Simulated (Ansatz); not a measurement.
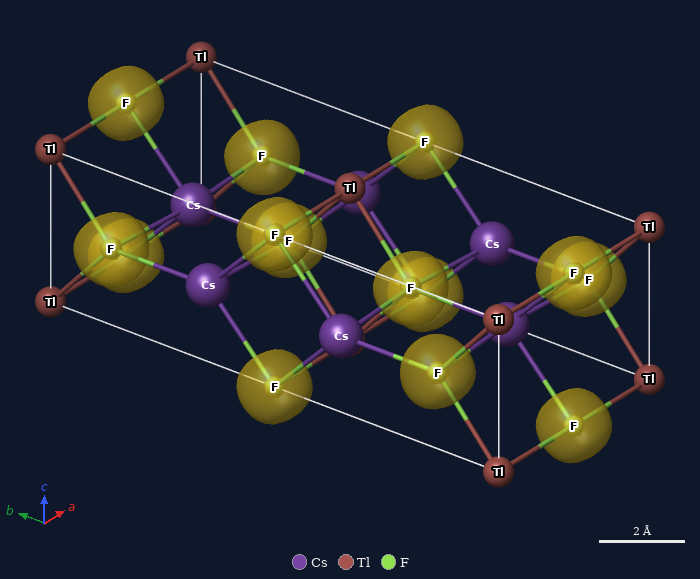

Cs2TlF3. Isosurface of the ELF at 0.65 (yellow), seen at an oblique angle. Only the valence region is drawn (cores and ρ < 0.01 e/Å³ removed). Sticks mark near contacts.

Space group Cmmm; a structure from a database of computed crystals, not necessarily the ambient phase; started from the Li2CeO3-65 prototype, which need not be the ambient phase.

Theory: DFT, r2SCAN+rVV10, plane waves, PAW in Ansatz.

In a PAW calculation such maps are meaningful between the atoms, not at the nuclei.

What do the ELF domains correspond to?

The surface consists of six regions wrapped around F (the valence shell of each), counted in one cell of 12 atoms. Any copies at cell faces, edges or corners count once. Profiles from the grid: Tl–F (2.76 Å): the ELF is about 0.10 at the midpoint (no shared electron pair shows on this line). Cs–F (2.88 Å): the ELF is about 0.15 at the midpoint (a largely ionic contact).
